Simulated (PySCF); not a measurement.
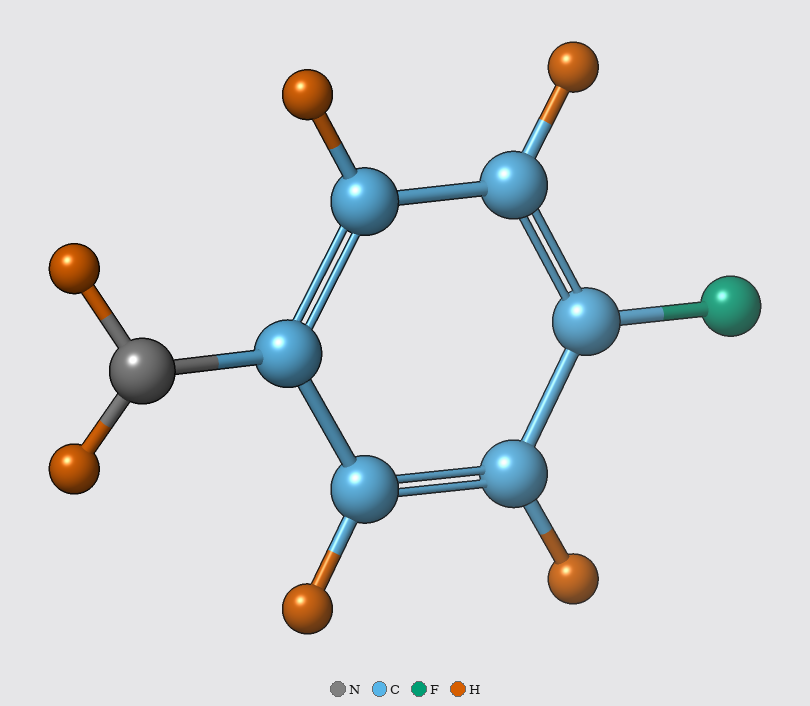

The picture shows a molecular structure as a ball-and-stick model.

The computed structure is the end point of a PBE0-D3(BJ)/def2-TZVP optimisation. No frequency run is at hand to confirm it as a minimum.

> Count the atoms of each element.

C6H6FN, 14 atoms: 6 carbon, 6 hydrogen, 1 fluorine and 1 nitrogen.

> Count the bonded pairs by element.

6 C–C, 4 C–H, 2 N–H, 1 C–N, 1 C–F.

> What is the point group of this geometry?

Cs.

More results for the same structure follow; atom numbers are the same in all pictures, views and colours differ.

## Electronic properties

No frequency run is at hand to confirm it as a minimum. Properties computed with WP04/pcSseg-2 in chloroform (IEF-PCM) (PySCF 2.14.0).

> What is the dipole moment?

3.78 D.

> Estimate the HOMO energy (Kohn–Sham orbital).

−7.14 eV.

> Give the HOMO–LUMO gap at this level.

4.72 eV.

## Ring current

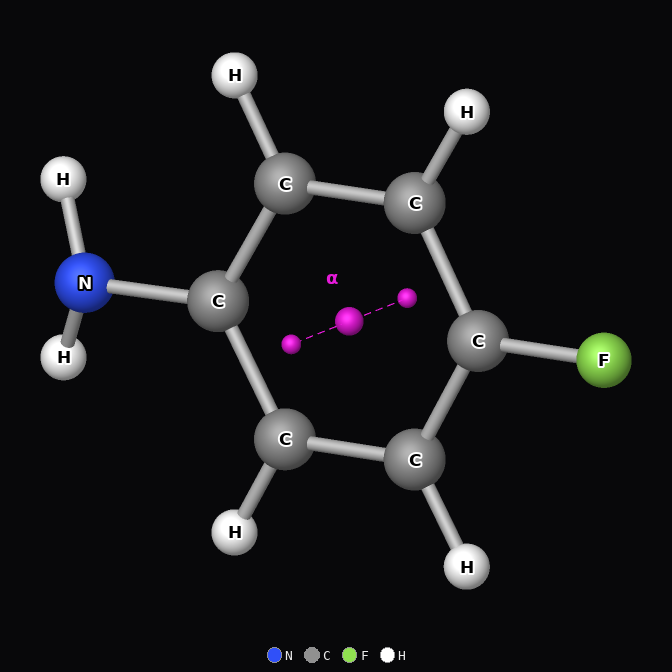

The small points mark where nucleus-independent chemical shifts (NICS) were computed: at the centre of each lettered ring and 1 Å above and below it. No frequency run is at hand to confirm it as a minimum. Properties computed with GIAO PBE0/pcSseg-2 NMR shielding, non-relativistic, gas phase (PySCF 2.14.0).

Give NICS(0), NICS(1) and the out-of-plane component NICS(1)zz for each ring (means of the two sides).

| ring | members | NICS(0) | NICS(1) | NICS(1)zz |
| --- | --- | --- | --- | --- |
| α | C6 | −9.9 | −9.1 | −24.8 |

Values in ppm.

> What do the values say about the ring currents?

Ring α: diatropic, as in an aromatic ring. NICS is one index among several.

## Charges

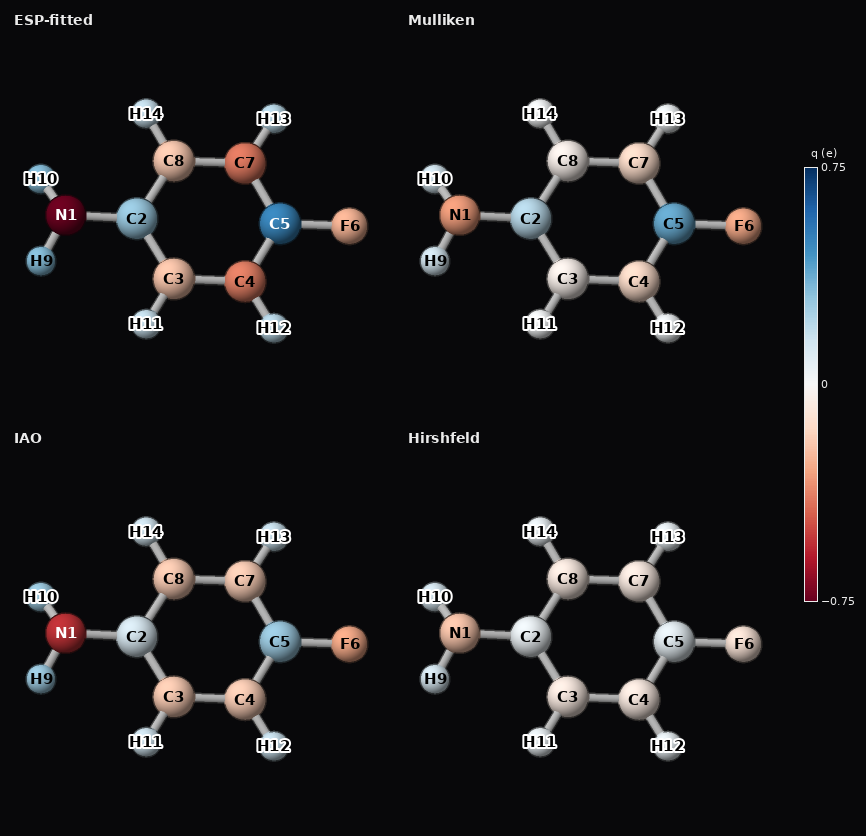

Atomic charges of one calculation by 4 schemes, on one colour scale. No frequency run is at hand to confirm it as a minimum. Computed with PBE0/pcSseg-2 (PySCF 2.14.0).

> Which scheme gives the most polar picture (largest mean size of the charges)?

The ESP-fitted charges are the largest in size here, and the Hirshfeld charges the smallest.

> On which atom do the schemes disagree most?

On N1 (from −0.74 to −0.21 e).

List the charges (e), one line for each set of equivalent atoms.

| atom | ESP-fitted | Mulliken | IAO | Hirshfeld |
| --- | --- | --- | --- | --- |
| N1 | −0.74 | −0.32 | −0.54 | −0.21 |
| C2 | 0.28 | 0.21 | 0.12 | 0.04 |
| C3, C8 | −0.21 | −0.04 | −0.19 | −0.07 |
| C4, C7 | −0.38 | −0.14 | −0.18 | −0.07 |
| C5 | 0.49 | 0.38 | 0.27 | 0.07 |
| F6 | −0.25 | −0.28 | −0.28 | −0.10 |
| H9, H10 | 0.32 | 0.14 | 0.27 | 0.13 |
| H11, H14 | 0.17 | 0.02 | 0.15 | 0.05 |
| H12, H13 | 0.20 | 0.03 | 0.17 | 0.06 |

## NMR shielding

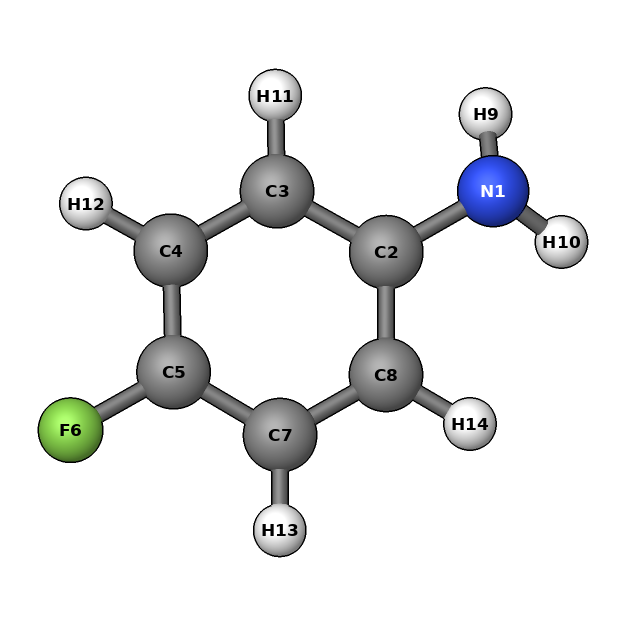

No frequency run is at hand to confirm it as a minimum. Properties computed with GIAO WP04/pcSseg-2 NMR shielding, non-relativistic, IEF-PCM chloroform (PySCF 2.14.0). Principal shieldings σ11 ≤ σ22 ≤ σ33, span Ω = σ33 − σ11, skew κ = 3(σiso − σ22)/Ω.

Give the shielding tensors of the N atoms.

```json
{"atom": "N1", "σ11": "147.2", "σ22": "156.1", "σ33": "235.5", "σiso": "179.6", "Ω": "88.3", "κ": "0.80"}
```

Shieldings and span in ppm.

Mulliken values depend strongly on the basis set and can even reverse the polarity of a bond.
